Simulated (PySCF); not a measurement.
**Geometry relaxation, with input and output: Si$_{2}$H$_{5}$ClO**

The run: geometry relaxation of Si$_{2}$H$_{5}$ClO, SMILES [SiH3]O[SiH2]Cl. Method and program: PBE0-D3(BJ)/def2-SVP geometry optimisation, gas phase (PySCF 2.14.0).

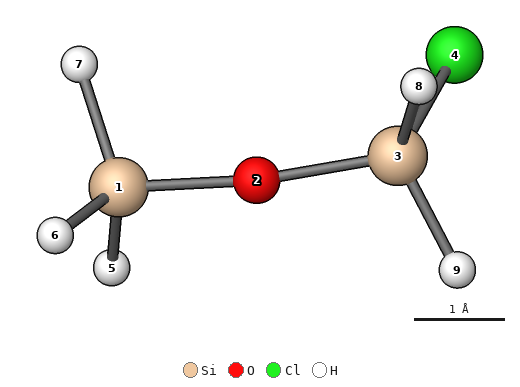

**Figure 1.** The input geometry (ball-and-stick view, seen at a tilt; atoms are numbered from 1 in the order of the input).

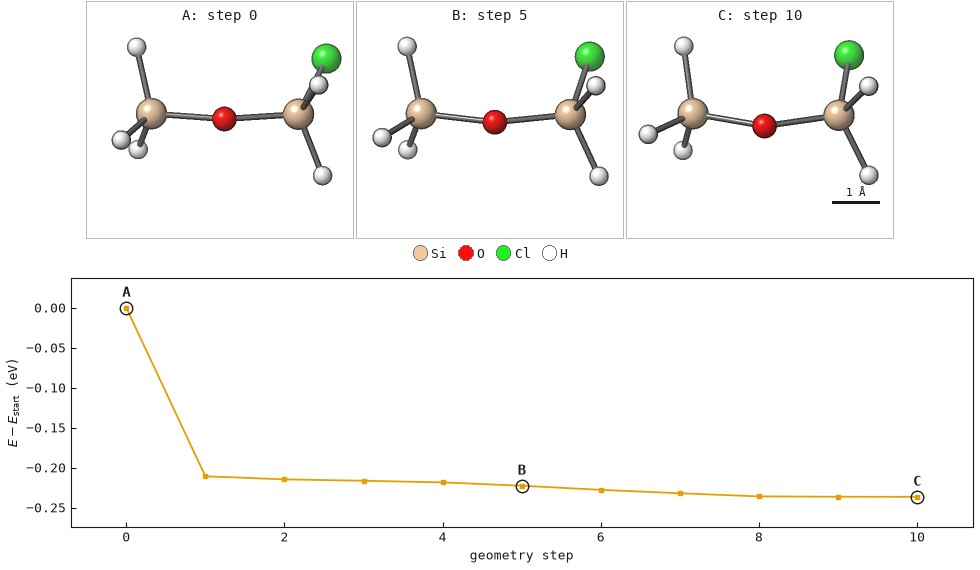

**Figure 2.** Frames of the relaxation (ball-and-stick view, seen at a tilt) above the curves, on which the letters mark them (steps are counted from 0).

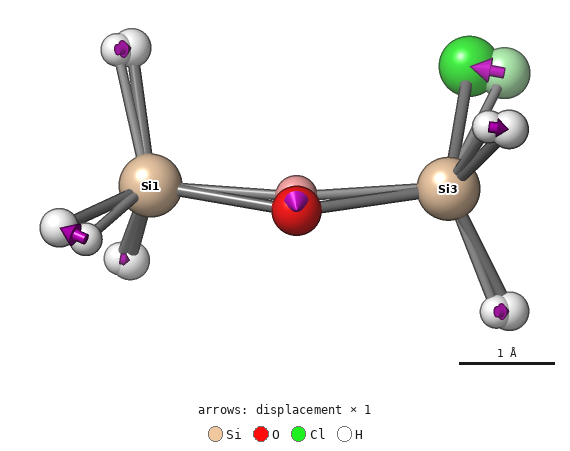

**Figure 3.** Start (faint) and end (solid) with the displacements as pink arrows, at true length (ball-and-stick view, seen at a tilt). The two geometries are laid on each other by the best rigid fit. Cl4 moves most after the best rigid fit: 0.38 Å. By element the largest moves are Cl 0.38 Å, O 0.34 Å, H 0.33 Å, Si 0.06 Å. Among the contacts that change: Si1–O2 1.595 → 1.667 Å, Si3–H9 1.432 → 1.485 Å, O2–Si3 1.595 → 1.642 Å, Si1–H6 1.446 → 1.488 Å. Among the angles that change: Si1–O2–Si3 166.1° → 144.3°, O2–Si1–H5 107.2° → 110.1°, H6–Si1–H7 112.6° → 109.9°. The energy falls by 0.237 eV in 10 geometry steps. The largest force component goes from 1.1 to 0.0071 eV/Å. (Atoms are counted from 1 in the order of the input.)

These pictures come from the run below.

## Input
```
{"job": {"xc": "PBE0", "basis": "def2-SVP", "d3": "d3bj", "grid": 1, "shake": 0.01, "kind": "geom"}, "charge": 0, "multiplicity": 1}
Si    -1.589390     0.215560     0.064330
O     -0.070050    -0.269620     0.035820
Si     1.518580    -0.380400    -0.055280
Cl     2.352470     1.453950    -0.285020
H     -1.941280     0.637940    -1.315120
H     -2.362180    -0.924360     0.504500
H     -1.677890     1.355740     0.998870
H      1.993890    -0.926540     1.219550
H      1.833660    -1.179420    -1.201380
```

The first line tells a small driver script what to run in PySCF; the rest is the geometry in Å.

Launch command:
```bash
OMP_NUM_THREADS=1 python <driver script> task.json out
```

## Log
```
step   0  E = -1116.66318470  max force = 0.021792
step   1  E = -1116.67093397  max force = 0.005573
step   2  E = -1116.67107528  max force = 0.002650
step   3  E = -1116.67113978  max force = 0.001785
step   4  E = -1116.67121400  max force = 0.003128
step   5  E = -1116.67136736  max force = 0.007912
step   6  E = -1116.67155690  max force = 0.009870
step   7  E = -1116.67171386  max force = 0.007453
step   8  E = -1116.67185869  max force = 0.001531
step   9  E = -1116.67187394  max force = 0.000774
step  10  E = -1116.67187814  max force = 0.000139
optimisation converged
```

## Trajectory as extended XYZ (Å, eV, eV/Å), 11 frames, from step=0 to step=10
```
9
Properties=species:S:1:pos:R:3:forces:R:3 step=0 energy=-30385.95297
Si   -1.5894    0.2156    0.0643   -1.1206   1.0319  -0.3336
O    -0.0701   -0.2696    0.0358    0.7115  -0.5674   0.0477
Si    1.5186   -0.3804   -0.0553    0.6592  -0.0896   0.6377
Cl    2.3525    1.4540   -0.2850    0.3483   0.7206  -0.1214
H    -1.9413    0.6379   -1.3151   -0.3080   0.0757  -0.0843
H    -2.3622   -0.9244    0.5045   -0.7457  -0.5579   0.2616
H    -1.6779    1.3557    0.9989   -0.2818   0.2381   0.1812
H     1.9939   -0.9265    1.2195    0.2992  -0.2174   0.2588
H     1.8337   -1.1794   -1.2014    0.4377  -0.6339  -0.8476
9
Properties=species:S:1:pos:R:3:forces:R:3 step=1 energy=-30386.16384
Si   -1.6344    0.2343    0.0658    0.2866  -0.0498  -0.0392
O    -0.0491   -0.2816    0.0418   -0.2812   0.0311   0.0220
Si    1.5787   -0.4009   -0.0497   -0.0018   0.1353  -0.0181
Cl    2.4223    1.4748   -0.2971   -0.0555  -0.0652   0.0084
H    -2.0547    0.6606   -1.3008    0.0342  -0.0109  -0.0009
H    -2.4942   -0.8970    0.5141    0.0228  -0.0160   0.0081
H    -1.7865    1.3798    1.0071    0.0254   0.0068   0.0157
H     2.1205   -0.9631    1.2115   -0.0182  -0.0196   0.0315
H     1.9606   -1.2218   -1.2252   -0.0122  -0.0117  -0.0275
9
Properties=species:S:1:pos:R:3:forces:R:3 step=2 energy=-30386.16769
Si   -1.6281    0.2350    0.0647    0.1363  -0.0043  -0.0156
O    -0.0533   -0.2890    0.0438   -0.1315  -0.0369   0.0227
Si    1.5732   -0.4015   -0.0488    0.0282   0.0664  -0.0104
Cl    2.3994    1.4792   -0.2948   -0.0199  -0.0293   0.0070
H    -2.0356    0.6603   -1.3053   -0.0023   0.0025  -0.0029
H    -2.4897   -0.8948    0.5137   -0.0040   0.0022   0.0035
H    -1.7680    1.3817    1.0074   -0.0035   0.0025   0.0005
H     2.1118   -0.9655    1.2148   -0.0047  -0.0053  -0.0018
H     1.9534   -1.2204   -1.2279    0.0013   0.0023  -0.0030
9
Properties=species:S:1:pos:R:3:forces:R:3 step=3 energy=-30386.16944
Si   -1.6216    0.2348    0.0629   -0.0147   0.0432  -0.0071
O    -0.0571   -0.3035    0.0474   -0.0038  -0.0918   0.0212
Si    1.5698   -0.4038   -0.0472    0.0342   0.0218  -0.0092
Cl    2.3752    1.4839   -0.2887    0.0045   0.0061   0.0053
H    -2.0204    0.6616   -1.3094   -0.0099   0.0055  -0.0004
H    -2.4953   -0.8858    0.5121   -0.0073   0.0060   0.0001
H    -1.7525    1.3840    1.0046   -0.0091   0.0023  -0.0058
H     2.1109   -0.9689    1.2150    0.0020  -0.0004  -0.0080
H     1.9540   -1.2173   -1.2291    0.0041   0.0074   0.0039
9
Properties=species:S:1:pos:R:3:forces:R:3 step=4 energy=-30386.17146
Si   -1.6132    0.2341    0.0595   -0.1608   0.0945  -0.0009
O    -0.0627   -0.3317    0.0540    0.1233  -0.1436   0.0190
Si    1.5660   -0.4082   -0.0440    0.0207  -0.0197  -0.0055
Cl    2.3373    1.4926   -0.2752    0.0247   0.0395   0.0043
H    -1.9986    0.6640   -1.3159   -0.0095   0.0059   0.0011
H    -2.5103   -0.8683    0.5081   -0.0026   0.0055  -0.0029
H    -1.7299    1.3881    0.9978   -0.0073   0.0011  -0.0106
H     2.1151   -0.9750    1.2141    0.0061   0.0046  -0.0097
H     1.9594   -1.2105   -1.2308    0.0054   0.0123   0.0052
9
Properties=species:S:1:pos:R:3:forces:R:3 step=5 energy=-30386.17563
Si   -1.5907    0.2311    0.0491   -0.4068   0.2018   0.0012
O    -0.0787   -0.4168    0.0737    0.3506  -0.2424   0.0194
Si    1.5540   -0.4206   -0.0337   -0.0167  -0.1051   0.0049
Cl    2.2281    1.5170   -0.2304    0.0559   0.0948   0.0013
H    -1.9357    0.6691   -1.3352   -0.0061   0.0056   0.0027
H    -2.5536   -0.8161    0.4938    0.0081   0.0030  -0.0072
H    -1.6647    1.3990    0.9757   -0.0017  -0.0011  -0.0159
H     2.1299   -0.9915    1.2102    0.0101   0.0172  -0.0086
H     1.9746   -1.1862   -1.2355    0.0066   0.0263   0.0023
9
Properties=species:S:1:pos:R:3:forces:R:3 step=6 energy=-30386.18079
Si   -1.5640    0.2277    0.0365   -0.5075   0.2683  -0.0090
O    -0.0981   -0.5183    0.0976    0.4295  -0.2792   0.0284
Si    1.5353   -0.4350   -0.0205   -0.0307  -0.1773   0.0125
Cl    2.1008    1.5396   -0.1736    0.0625   0.1283  -0.0070
H    -1.8587    0.6733   -1.3576    0.0020   0.0022   0.0036
H    -2.5993   -0.7512    0.4732    0.0162  -0.0014  -0.0076
H    -1.5845    1.4097    0.9484    0.0068  -0.0066  -0.0141
H     2.1463   -1.0087    1.2047    0.0116   0.0278  -0.0016
H     1.9853   -1.1519   -1.2413    0.0097   0.0379  -0.0053
9
Properties=species:S:1:pos:R:3:forces:R:3 step=7 energy=-30386.18506
Si   -1.5336    0.2230    0.0234   -0.3833   0.2149  -0.0177
O    -0.1209   -0.6354    0.1268    0.3038  -0.1232   0.0251
Si    1.5080   -0.4516   -0.0045   -0.0213  -0.2107   0.0072
Cl    1.9545    1.5593   -0.1101    0.0343   0.1051  -0.0114
H    -1.7660    0.6747   -1.3808    0.0124  -0.0126   0.0041
H    -2.6436   -0.6750    0.4466    0.0177  -0.0132  -0.0040
H    -1.4878    1.4169    0.9184    0.0116  -0.0216  -0.0006
H     2.1651   -1.0227    1.1970    0.0107   0.0289   0.0095
H     1.9875   -1.1042   -1.2492    0.0140   0.0324  -0.0122
9
Properties=species:S:1:pos:R:3:forces:R:3 step=8 energy=-30386.18900
Si   -1.5604    0.2283    0.0293   -0.0499   0.0354  -0.0047
O    -0.1076   -0.5811    0.1135    0.0787  -0.0148   0.0012
Si    1.5258   -0.4489   -0.0115   -0.0714  -0.0453   0.0009
Cl    2.0422    1.5488   -0.1382    0.0081   0.0339   0.0013
H    -1.8219    0.6768   -1.3701    0.0118  -0.0080   0.0029
H    -2.6288   -0.7155    0.4590    0.0116  -0.0088  -0.0029
H    -1.5465    1.4152    0.9328    0.0120  -0.0039   0.0031
H     2.1647   -1.0165    1.2014   -0.0018   0.0046   0.0044
H     1.9957   -1.1219   -1.2487    0.0009   0.0069  -0.0063
9
Properties=species:S:1:pos:R:3:forces:R:3 step=9 energy=-30386.18942
Si   -1.5580    0.2279    0.0282   -0.0013   0.0062  -0.0002
O    -0.1100   -0.5936    0.1167    0.0262   0.0076  -0.0008
Si    1.5217   -0.4507   -0.0103   -0.0398  -0.0212   0.0018
Cl    2.0250    1.5524   -0.1304    0.0015   0.0131   0.0005
H    -1.8100    0.6761   -1.3727    0.0035  -0.0037  -0.0001
H    -2.6317   -0.7103    0.4559    0.0035  -0.0041  -0.0024
H    -1.5347    1.4149    0.9310    0.0037  -0.0032   0.0032
H     2.1656   -1.0172    1.2005    0.0011   0.0012   0.0017
H     1.9953   -1.1145   -1.2512    0.0015   0.0042  -0.0037
9
Properties=species:S:1:pos:R:3:forces:R:3 step=10 energy=-30386.18953
Si   -1.5566    0.2270    0.0280    0.0071  -0.0027   0.0009
O    -0.1109   -0.5989    0.1184   -0.0001   0.0068   0.0016
Si    1.5195   -0.4509   -0.0100   -0.0062  -0.0054  -0.0009
Cl    2.0153    1.5552   -0.1264   -0.0005   0.0024   0.0008
H    -1.8037    0.6753   -1.3737   -0.0009  -0.0001   0.0001
H    -2.6321   -0.7097    0.4537   -0.0011  -0.0009  -0.0020
H    -1.5297    1.4132    0.9317   -0.0011  -0.0023   0.0018
H     2.1668   -1.0171    1.1992    0.0011   0.0001  -0.0010
H     1.9946   -1.1092   -1.2533    0.0018   0.0022  -0.0012
```

## Results in brief

```csv
quantity,value
outcome,converged
total energy,−1116.671878 hartree
dipole moment,0.88 D
point group,C1
hardware,"1 CPU thread, shared host"
wall time,30 s
peak memory,0.39 GiB
```
